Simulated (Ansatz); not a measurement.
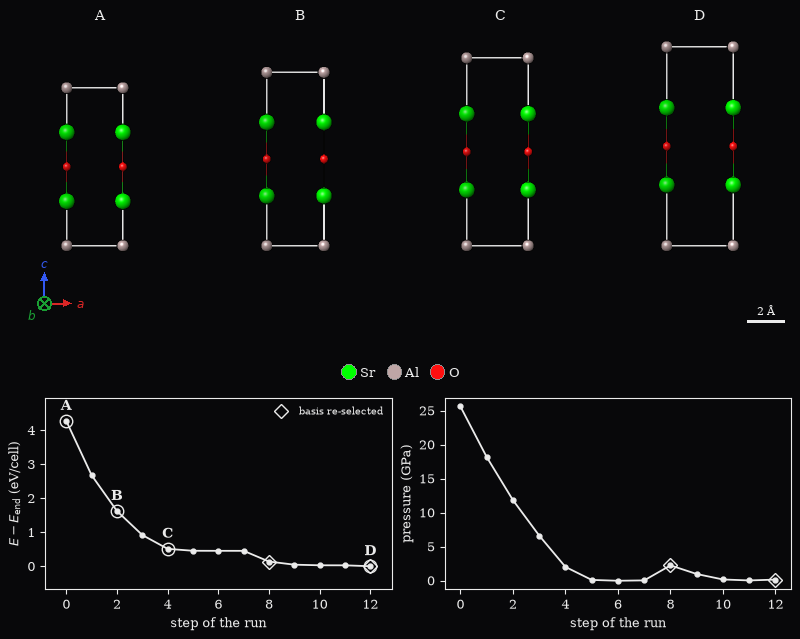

Frames of a relaxation of solid Sr$_{2}$AlO (a generated structure, set up in P6/mmm) (coarse preliminary run), marked on the history of the run. The picture is a ball-and-stick view of the cell of the calculation, seen along the b axis.

Theory: Ansatz, DFT PBE, scalar-relativistic, plane waves, PAW.

The input:
```yaml
crystal:
  lattice:
    - [3.52871077, 0.0, 0.0]
    - [-1.76435539, 3.05595317, 0.0]
    - [0.0, 0.0, 8.60100538]
  atoms:
    - { symbol: Sr, position: [0.0, 0.0, 0.71834835] }
    - { symbol: Sr, position: [0.0, 0.0, 0.28165165] }
    - { symbol: Al, position: [0.0, 0.0, 0.0] }
    - { symbol: O, position: [0.0, 0.0, 0.5] }
basis:
  ecutwfc: 420
kpoints:
  mp_grid: { grid: [6, 6, 2] }
hamiltonian:
  xc: pbe
scf:
  occupations: { method: gaussian, width: 0.1 }
  lower_state_search: "off"
output:
  forces: true
  stress: true
  eigenvalues: true
relax:
  adjacent_minimum: "off"
  f_tol: 0.04
  max_steps: 70
  cell: { stress_tol: 0.4 }
```

Launched with:
```bash
ansatz run input.yaml --threads 1 --pin off --max-ram 2560MiB --backend cpu --events-out ev --progress --plain --runs-dir out
```

> Describe the path.

Over 10 accepted moves (12 points after the start) the energy falls by 4.274 eV per cell of the calculation. Largest force component: 0.73 eV/Å at the start, 0.0082 eV/Å at the end. The pressure goes from 25.61 to 0.14 GPa. At 2 points the geometry stayed and the basis and grid were re-selected for the new cell (energy shift of 0.315 eV per cell of the calculation at most each time). The largest moves relative to the cell, 0.26 Å, are those of Sr1 and Sr2. Sr2 goes along +c. O and Al stay in place. The drawn cell changes as follows: a = b 3.529 → 4.178 Å (+18.4 %), c 8.601 → 10.830 Å (+25.9 %); the volume changes by +76.5 %. Some distances before and after: Sr1–Al3 2.422 → 3.313 Å, Sr1–Sr1 3.529 → 4.178 Å, Sr1–O4 1.878 → 2.102 Å. The space group stays P6/mmm (No. 191). The run took 31 s on 1 thread of Arm Neoverse V1, on a shared host, peak memory 0.39 GiB. From step 0 to 2: Sr atoms move most (0.06 Å), volume +14.1 %, energy −2.650 eV per cell of the calculation. From step 2 to 4: Sr atoms move most (0.10 Å), volume +24.7 %, energy −1.112 eV per cell of the calculation. From step 4 to 12: Sr atoms move most (0.09 Å), volume +24.0 %, energy −0.512 eV per cell of the calculation.

Limits of the set-up: layers or molecules are held without a dispersion correction, so their spacing is unreliable.
